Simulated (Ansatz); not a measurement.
# A hypothetical structure for LiV2, part 2 of 2

This structure for LiV2 is made up. Its elements were placed in a known structure type with a cell scaled to their sizes. What cell does the guess relax to, and how far off was it?

Ansatz 0.2.0; DFT, PBE, plane-wave PAW, files of the set soft_1, scalar-relativistic, ferromagnetic start, cell and ions relaxed at zero pressure; PAW set soft_1 (the session's first sound run).

So far: Set-up; Relaxation of the guess. The relaxed cell has a = 3.965, c = 2.699 Å (conventional setting).

### 3. Bands of the relaxed cell

With the geometry fixed, one more self-consistent run, with a narrower smearing and the mesh shown in its input, gives the bands, and its pressure, and its forces where symmetry allows any, show how far the geometry depends on these settings.

This step: DFT, PBE, plane-wave PAW, files of the set soft_1, scalar-relativistic, no spin, bands and density of states at the relaxed cell; PAW set soft_1 (Ansatz 0.2.0).

input.yaml

```yaml
crystal:
  lattice:
    - [3.9648576054, 0.0, 0.0]
    - [0.0, 3.9648576054, 0.0]
    - [0.0, 0.0, 2.6987944184]
  atoms:
    - { symbol: V, position: [0.0, 0.5, 0.5] }
    - { symbol: V, position: [0.5, 0.0, 0.5] }
    - { symbol: Li, position: [0.0, 0.0, 0.0] }
kpoints:
  mp_grid: { grid: [8, 8, 12] }
  band_path:
    path:
      - [[0.0, 0.0, 0.0], [0.0, 0.5, 0.0], [0.5, 0.5, 0.0], [0.0, 0.0, 0.0], [0.0, 0.0, 0.5], [0.0, 0.5, 0.5], [0.5, 0.5, 0.5], [0.0, 0.0, 0.5]]
      - [[0.0, 0.5, 0.0], [0.0, 0.5, 0.5]]
      - [[0.5, 0.5, 0.0], [0.5, 0.5, 0.5]]
    npoints: 8
scf:
  occupations: { method: fermi_dirac, width: 0.03 }
  n_extra_bands: 7
hamiltonian:
  xc: pbe
  pseudopotentials: { kind: paw, azcp: { folder: soft_1 } }
output:
  forces: true
  stress: true
  write_bands: true
  dos: { projected: true }
  write_density: true
  write_potential: true
  elf: true
  volumetric_format: npy
```

On the command line:

```bash
> ansatz run input.yaml --threads 4 --pin off --max-ram 8192MiB --backend cpu --events-out ev --progress --plain --runs-dir out
```

Numbers of over 12 decimals in the logs are rounded to 6 here.

What it wrote:

```text
[...]
Crystal: 3 atoms, lattice volume = 42.425 Å³
Basis set: ecut = 420 eV, 825 PW (Γ), exchange–correlation on 54×54×40 points (8 copies of the dense FFT grid, shifted against one another)
Bands: 22, of which v1, the nominal top of the filled ones, is band 15 counted from 1 (14 counted from 0)
Symmetry: 16 space group operations
[...]
k-points: 105 of 768
[...]
SCF iter   1: F=—  HF=-6027.230853 eV  |F-HF|=—  |Δ(HF+E_count)|=         —  Δρ=8.12e-2  dr2=4.22e0  ethr=3.10e-3  ⟨swp⟩=3.9  Hψ=8691  notcnv=0
[...]
SCF iter   8: F=-6026.031309 eV  HF=-6026.031309 eV  |F-HF|=1.34e-8  |Δ(HF+E_count)|=   3.41e-8  Δρ=1.50e-5  dr2=9.46e-8  ethr=3.45e-10  ⟨swp⟩=10.1  Hψ=13369  notcnv=0
SCF 1 converged in 8 iterations: F = -6026.031309 eV  dr2 = 9.46e-8
[...]
NSCF: frozen V_eff on 75 k-points
SCF converged after 8 iterations
Free energy (F): -6026.031309 eV
[...]
Internal energy: -6026.022398 eV  (E = F + TS)
E sigma→0 (E₀):  -6026.026854 eV
Entropy (-TS):   -0.008912 eV (-2.971 meV/atom)
Fermi energy:    11.006308 eV
[...]
--- Stress (GPa, compression-positive) ---
        0.010230       0.000000       0.000000
        0.000000       0.010230       0.000000
        0.000000       0.000000       0.266466
  P = ⅓ Tr σ = 0.0956 GPa (0.956 kbar)
--- Band table (eV; the first three rows and the last of 105) ---
  k-point 0: bands = [... 11 lower, 9.6097, 9.6198, 10.0853, 12.4292, 12.4292, 13.1447, 13.1447, 13.1506, ... 3 higher]
  k-point 1: bands = [... 11 lower, 9.6601, 9.7046, 10.2962, 11.7400, 11.7400, 13.1609, 13.2010, 13.2010, ... 3 higher]
  k-point 2: bands = [... 11 lower, 9.7727, 9.9734, 10.9003, 10.9003, 10.9030, 12.8779, 12.8779, 13.1893, ... 3 higher]
  k-point 104: bands = [... 11 lower, 10.3588, 10.3588, 11.9432, 12.1425, 12.2265, 12.2603, 12.2603, 13.5933, ... 3 higher]
```

It took 3.8 s on 4 threads of Intel Xeon at 2.70GHz, shared host; peak memory 0.42 GiB.

The column dr2 measures how far the density is from self-consistency, as an energy; F and HF (Harris–Foulkes) agree once it is small.

Numbers from this step:

| Item | Value |
| --- | --- |
| free energy | -6026.0313 eV |
| energy at zero smearing | -6026.0269 eV |
| smearing term TS | 0.008912 eV |
| pressure | 0.09564 GPa |

bands.tsv at the labelled points (eV, zero at the Fermi level; the bands that come nearest the Fermi level along the path):

```
point  band 11  band 12  band 13  band 14  band 15  band 16  band 17  band 18
    Γ    -1.98    -1.40    -1.39    -0.92     1.42     1.42     2.14     2.14
    X    -3.02    -0.97    -0.92    -0.57    -0.18     0.41     1.06     1.55
    M    -3.06    -0.91    -0.91    -0.55    -0.02     0.86     0.86     0.89
    Γ    -1.98    -1.40    -1.39    -0.92     1.42     1.42     2.14     2.14
    Z    -1.80    -1.80    -1.05    -0.73     0.01     0.77     0.77     2.30
    R    -1.60    -1.20    -1.03    -0.20     0.18     0.58     0.64     1.19
    A    -1.95    -0.65    -0.65     0.94     1.14     1.22     1.25     1.25
    Z    -1.80    -1.80    -1.05    -0.73     0.01     0.77     0.77     2.30
    X    -3.02    -0.97    -0.92    -0.57    -0.18     0.41     1.06     1.55
    R    -1.60    -1.20    -1.03    -0.20     0.18     0.58     0.64     1.19
    M    -3.06    -0.91    -0.91    -0.55    -0.02     0.86     0.86     0.89
    A    -1.95    -0.65    -0.65     0.94     1.14     1.22     1.25     1.25
```

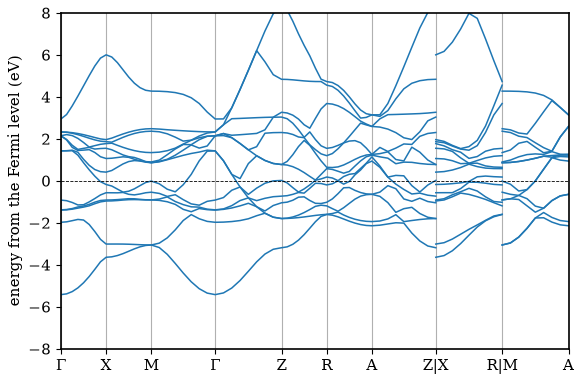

Bands along the path. 9 bands lie wholly below the window drawn.

States per cell as run, both spins, in windows of 1 eV, from dos.tsv (zero at the Fermi level):

```
from  to  total
  -8  -7   0.00
  -7  -6   0.00
  -6  -5   0.04
  -5  -4   0.33
  -4  -3   0.68
  -3  -2   1.26
  -2  -1   3.39
  -1   0   5.27
   0   1   3.51
   1   2   6.02
```

Below -8 eV lie 18.0 more states.

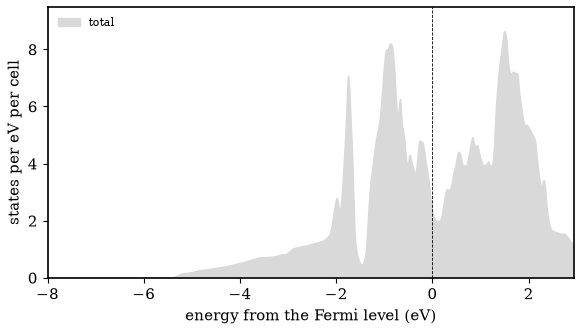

Total density of states, smoothed over about 0.04 eV.

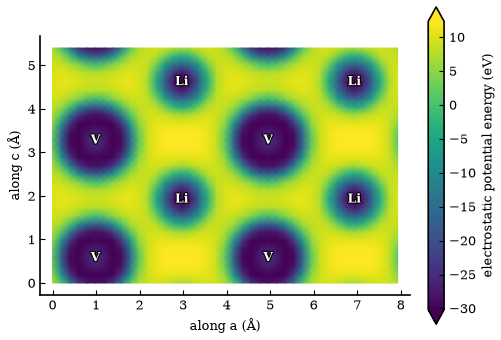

Electrostatic potential energy in the ac plane at fractional y = 0.000, with atoms of V and Li within 0.2 Å of it. With pseudopotentials it is smooth inside the atoms' cores, unlike the true potential. The map starts off the cell's origin, so that atoms lie inside it.

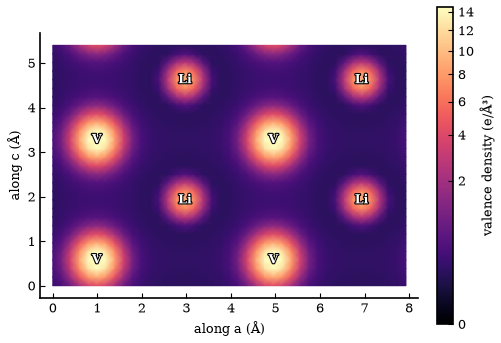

Valence density in the ac plane at fractional y = 0.000, with atoms of V and Li within 0.2 Å of it. It is the smooth field of the valence electrons, not physical close to the nuclei. The map starts off the cell's origin, so that atoms lie inside it. The colour scale is stretched toward low values.

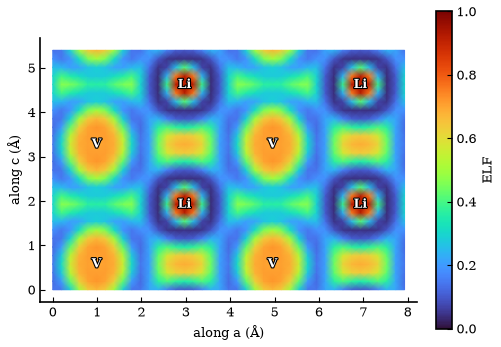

ELF in the ac plane at fractional y = 0.000, with atoms of V and Li within 0.2 Å of it. It is the smooth field of the valence electrons, not physical close to the nuclei. The map starts off the cell's origin, so that atoms lie inside it.

### 4. Results

* space group, relaxed: P4/mmm
* conventional cell: a = 3.965, b = 3.965, c = 2.699 Å; α = 90.0°, β = 90.0°, γ = 90.0°
* volume per atom: 14.14 Å³ (guess 17.13)
* total moment: 0.00 μB in the cell of 3 atoms

LiV2 relaxes to P4/mmm with a = 3.965, b = 3.965 and c = 2.699 Å. The guessed volume was 21 % too large. The space group P4/mmm was held in the relaxation, so the end point is a stationary structure within it and may be a saddle against distortions or other arrangements. The moments died out from this one start and weren't seeded again at the relaxed cell. Bands cross the Fermi level, so it is a metal or semimetal at this level. The electron count is odd, which forces that without spin polarisation or a larger cell. On the 8×8×12 mesh with the narrower smearing (relaxed on 6×6×9) the forces vanish, as symmetry may demand, and the largest stress component is 0.266 GPa, against the relaxation's thresholds of 0.015 eV/Å and 0.05 GPa. The cutoff wasn't tested. No dispersion term is used, so weakly bound directions may come out too long. Nothing here tests whether the compound is stable against decomposition.

[Logs are printed without paths, hosts, clocks, repeated set-up lines and the standing remarks that a program may print on its own settings, such as how far it seeks lower states.]

[Hosts, paths, dates, database ids (printed as entryN), source tags and the programs' standing remarks are cut or masked in the printed files.]
